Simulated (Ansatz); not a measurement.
# ZnSe: response to strain

The reference is ZnSe in the zinc blende structure (space group F-43m, No. 216; a = 5.7330 Å).

Strains are applied to the cell and any free atomic positions relax.

All numbers come from Ansatz (an electronic-structure program) PBE, without spin-orbit coupling.

Notes on the quantities. energy relative to the base: free energy F.

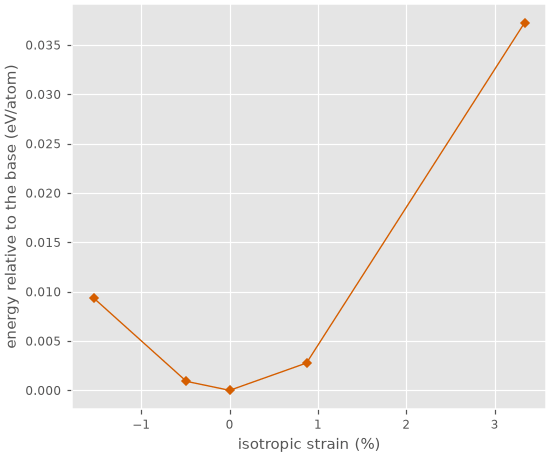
Figure: Energy relative to the base against isotropic strain

```csv
isotropic strain (%),energy relative to the base
-1.54,+9.4 meV/atom
-0.49,+0.9 meV/atom
0.87,+2.8 meV/atom
3.34,+37 meV/atom
```

Whether these cells are dynamically stable was not tested.
